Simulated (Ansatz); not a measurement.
**CH4BFO (SMILES OCBF): r2SCAN/def2-SVPD**

What is the vertical ionisation energy of CH4BFO at r2SCAN/def2-SVPD? 

The results are computed with Ansatz 0.2.0.

93 further runs of the same task are left out: 93 set aside as unsound or not needed.

## (1) The molecule

CH4BFO: 8 atoms, total charge 0, spin state singlet. As SMILES, `OCBF`. The shape is that of a PBE0-D4/def2-TZVP optimisation. This is one conformer, not always the lowest.

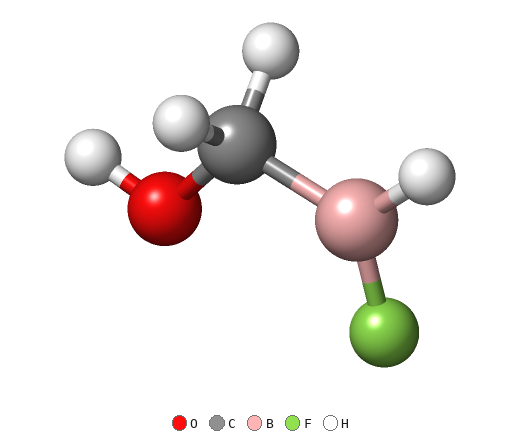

Viewed from a chosen angle; oxygen red, carbon grey, boron pink, fluorine green, hydrogen white.

## (2) A single-point energy at r2SCAN/def2-SVPD

The input, molecule.yaml:

```yaml
crystal:
  periodic: [false, false, false]
  atoms:
    - {symbol: O, position_ang: [-1.240500, 0.762600, -0.169300]}
    - {symbol: C, position_ang: [0.117900, 0.425000, -0.013600]}
    - {symbol: B, position_ang: [0.368600, -1.112000, 0.076000]}
    - {symbol: F, position_ang: [-0.622900, -1.976700, 0.007200]}
    - {symbol: H, position_ang: [-1.319100, 1.717500, -0.217300]}
    - {symbol: H, position_ang: [0.563100, 0.872000, 0.893700]}
    - {symbol: H, position_ang: [0.744200, 0.799800, -0.843400]}
    - {symbol: H, position_ang: [1.481000, -1.545400, 0.210800]}
basis:
  gaussian:
    orbitals: def2-SVPD
hamiltonian:
  xc: {name: r2SCAN}
accuracy: high
output:
  orbitals: {seedname: orbitals}
```

Command:

```sh
$ ansatz run molecule.yaml --threads 1 --pin off --max-ram 3480MiB --events-out events.jsonl --progress --plain --runs-dir runs
```

Log:

```text
Warning: RAYON_NUM_THREADS=1 ignored (pool sized by the plan → 1); use --threads N
Functional definition: r2SCAN
  name "r2SCAN"
  parameter k0 = 0.174
  parameter k1 = 0.065
  parameter a1 = 4.9479
  exchange = r2scan_x(k0 = k0, k1 = k1, a1 = a1)
  correlation = r2scan_c
2397 factors; integrals over basis functions are off by at most 3.6e-9 eV
mean field evaluation 1: about -6529.6267 eV, gradient 5.4e1 eV
mean field evaluation 2: about -6519.9620 eV, gradient 9.0e1 eV
mean field evaluation 4: about -6535.3522 eV, gradient 4.0e0 eV
mean field evaluation 8: about -6535.3917 eV, gradient 1.2e-1 eV
mean field evaluation 16: about -6535.3918 eV, gradient 1.3e-5 eV
mean field -6535.39177468 eV, -240.1712178718 hartree, gradient 6.3e-8 eV, S^2 0.000000; 0 other end points of the search recorded, 0 dependent functions left out
reference -6535.39177572 eV, -240.1712179099 hartree; 16, 16 occupied and 102, 102 virtual orbitals, 2397 factors
Total energy: -6535.39177572 eV, -240.1712179099 hartree
```

It took 12 s on 1 thread of Arm Neoverse V2, shared host; peak memory 0.39 GiB.

## (3) The doublet cation

The input, job.yaml:

```yaml
crystal:
  periodic: [false, false, false]
  atoms:
    - {symbol: O, position_ang: [-1.240500, 0.762600, -0.169300]}
    - {symbol: C, position_ang: [0.117900, 0.425000, -0.013600]}
    - {symbol: B, position_ang: [0.368600, -1.112000, 0.076000]}
    - {symbol: F, position_ang: [-0.622900, -1.976700, 0.007200]}
    - {symbol: H, position_ang: [-1.319100, 1.717500, -0.217300]}
    - {symbol: H, position_ang: [0.563100, 0.872000, 0.893700]}
    - {symbol: H, position_ang: [0.744200, 0.799800, -0.843400]}
    - {symbol: H, position_ang: [1.481000, -1.545400, 0.210800]}
basis:
  gaussian:
    orbitals: def2-SVPD
total_charge: 1
magnetization:
  spin_polarized: true
  initial_magnetization: 1
hamiltonian:
  xc: {name: r2SCAN}
accuracy: high
output:
  orbitals: {seedname: orbitals}
```

Command:

```sh
$ ansatz run job.yaml --threads 1 --pin off --max-ram 3480MiB --events-out events.jsonl --progress --plain --runs-dir runs
```

Log, shortened:

```text
Warning: RAYON_NUM_THREADS=1 ignored (pool sized by the plan → 1); use --threads N
[... 7 set-up lines as earlier in the session ...]
2397 factors; integrals over basis functions are off by at most 3.6e-9 eV
mean field evaluation 1: about -6507.8114 eV, gradient 6.4e1 eV
mean field evaluation 2: about -6377.9972 eV, gradient 1.5e2 eV
mean field evaluation 4: about -6521.1055 eV, gradient 3.0e1 eV
mean field evaluation 8: about -6522.0364 eV, gradient 1.9e1 eV
mean field evaluation 16: about -6524.6533 eV, gradient 1.2e-1 eV
mean field evaluation 32: about -6524.6466 eV, gradient 2.3e-1 eV
mean field -6524.65337713 eV, -239.7765890407 hartree, gradient 3.3e-8 eV, S^2 0.754008; 3 other end points of the search recorded, 0 dependent functions left out
reference -6524.65338278 eV, -239.7765892481 hartree; 16, 15 occupied and 102, 103 virtual orbitals, 2397 factors
Total energy: -6524.65338278 eV, -239.7765892481 hartree
```

Run time: 39 s. Hardware: 1 thread of Arm Neoverse V2, shared host; peak memory 0.54 GiB.

## (4) Results

At r2SCAN/def2-SVPD:

| quantity | value |
| --- | --- |
| singlet CH4BFO: total energy | -240.17122 Eh |
| singlet CH4BFO: HOMO energy | -6.98 eV |
| singlet CH4BFO: LUMO energy | -1.18 eV |
| singlet CH4BFO: HOMO–LUMO gap | 5.80 eV |
| doublet cation: total energy | -239.77659 Eh |
| doublet cation: HOMO energy (highest over α and β) | -14.33 eV |
| doublet cation: LUMO energy (lowest over α and β) | -14.19 eV |
| doublet cation: ⟨S²⟩ | 0.754 |
| vertical ionisation energy (to the doublet cation) | 10.738 eV |

What this shows: Removing an electron at fixed nuclei costs 10.74 eV (1036 kJ/mol). The negative HOMO energy of the first species, 6.98 eV, lies 3.75 eV below that difference.
